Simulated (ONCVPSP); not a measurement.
Pseudopotential generation: W (part 2 of 2)

Continued. System: tungsten (W, Z = 74), core [Kr] 4d10 4f14, reference valence 5s2 5p6 5d4 6s2, valence charge 14. Method: ONCV potential, PBEsol, fully relativistic, made with ONCVPSP 4.0.1.

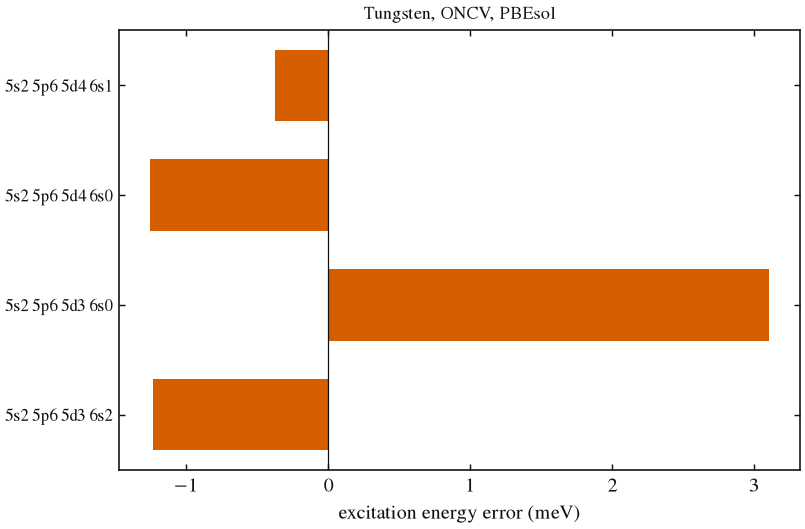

**Figure 2.** Errors, all-electron minus pseudo, of the energies of valence configurations relative to the unpolarised reference 5s2 5p6 5d4 6s2.

- Worst configuration: 5s2 5p6 5d3 6s0 (charge +3): the error is +3.1 meV on an all-electron energy of +50.02 eV relative to the reference, or 0.0062 %.
- Errors in meV: 5s2 5p6 5d4 6s1: -0.4; 5s2 5p6 5d4 6s0: -1.3; 5s2 5p6 5d3 6s0: +3.1; 5s2 5p6 5d3 6s2: -1.2.
- Configurations within 10 meV and within 50 meV: 4 and 4 of 4. The potential isn't sound: its ghost test gives GHOST(-) flagged for s at -52.2 eV, d5/2 at -1435.1 eV; GHOST(+) flagged for p3/2 at 169.3 eV, p1/2 at 267.1 eV.

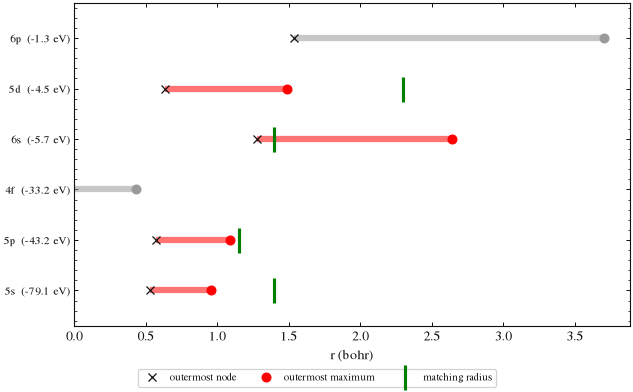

**Figure 3.** Outer shells of the all-electron reference atom: each bar runs from the outermost node (or the nucleus) to the outermost maximum of u(r); the tick is the radius chosen for the pseudo-wave. Shells without a tick have no pseudo-wave of their own. Levels, nodes and maxima are from ld1.x, scalar-relativistic.

- Radii against the shells: 5s: 1.40 bohr, outside the maximum; 5p: 1.15 bohr, outside the maximum; 6s: 1.40 bohr, between node and maximum; 5d: 2.30 bohr, outside the maximum.

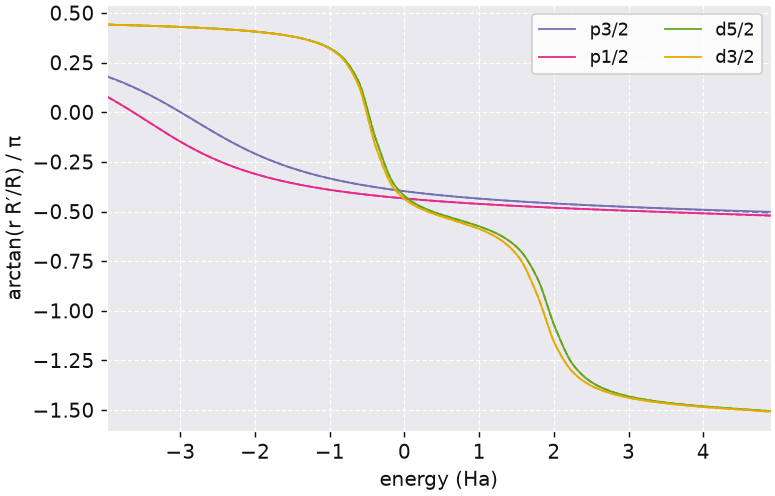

**Figure 4.** Unwrapped phase arctan(r R′/R) in units of π against energy, all-electron (solid) and pseudo (dashed); the pseudo phase is matched to the all-electron one at the reference energy. Here R(r) is the radial function. Not drawn: s: not judged, the stored energies step over a narrow level; f7/2: not judged; f5/2: not judged.

- Poles, where the radial function vanishes at the test radius: p3/2: all-electron at 4.8 Ha, pseudo at 4.5 Ha; p1/2: all-electron at 3.3 Ha, pseudo at 3.3 Ha; d5/2: all-electron at 0.4 and 4.7 Ha, pseudo at 0.4 and 4.7 Ha; d3/2: all-electron at 0.3 and 4.6 Ha, pseudo at 0.3 and 4.6 Ha.
- Range over which the phases agree within 0.05 rad: p3/2: over the whole range drawn; p1/2: over the whole range drawn; d5/2: over the whole range drawn; d3/2: over the whole range drawn.

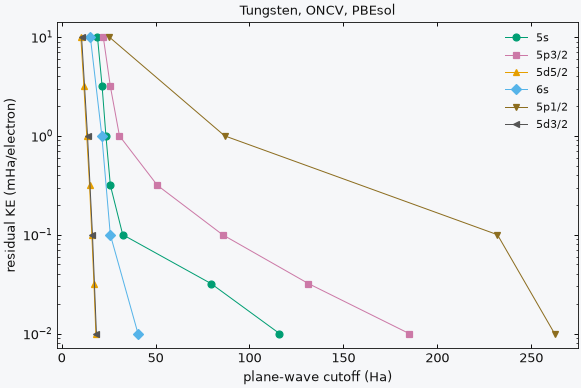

**Figure 5.** Residual kinetic energy of the pseudo-waves (the first of each channel, and further valence shells) beyond the plane-wave cutoff, as the generator prints it.

- Cutoffs for 1 mHa per electron: 5p1/2: 87 Ha; 5p3/2: 31 Ha; 5s: 24 Ha; 6s: 21 Ha; 5d3/2: 14 Ha; 5d5/2: 13 Ha.
- Cutoffs for the occupied states: 87 Ha for 1 mHa and 232 Ha for 0.1 mHa per electron. The first is set by 5p1/2.
- Hardest wave at 1 mHa per electron: 5p1/2, with rc = 1.15 bohr and qcut = 7.4 1/bohr. The optimisation minimises, but can't always remove, the kinetic energy above qcut²/2 = 27.4 Ha, and a larger rc would as a rule soften the wave at some cost in transferability.

**Key numbers**

- outcome: generated, with a ghost state
- cutoffs needed: 87 Ha and 232 Ha (the cutoffs at which the residual kinetic energy of the hardest occupied pseudo-wave falls to 1 and 0.1 mHa per electron)
- ghost test: GHOST(-) flagged for s at -52.2 eV, d5/2 at -1435.1 eV; GHOST(+) flagged for p3/2 at 169.3 eV, p1/2 at 267.1 eV
- largest excitation error: +3.1 meV (all-electron minus pseudo) for 5s2 5p6 5d3 6s0, out of 4 test configurations
- rms error of d²Exc/dni dnj: 9.22 mHa without and 2.82 mHa with the model core
- range over which the phases arctan(r R′/R) at the test radius agree within 0.05 rad (a looser test near the poles than one of phase shifts): p3/2: over the whole range computed; p1/2: over the whole range computed; d5/2: over the whole range computed; d3/2: over the whole range computed; s: not judged, the stored energies step over a narrow level; f7/2: not judged, local potential alone; f5/2: not judged, local potential alone
- hardware: 1 CPU thread, shared host
- wall time: 9.2 s

**Remarks**

The potential has a bound ghost state, so it can't be used as it stands.
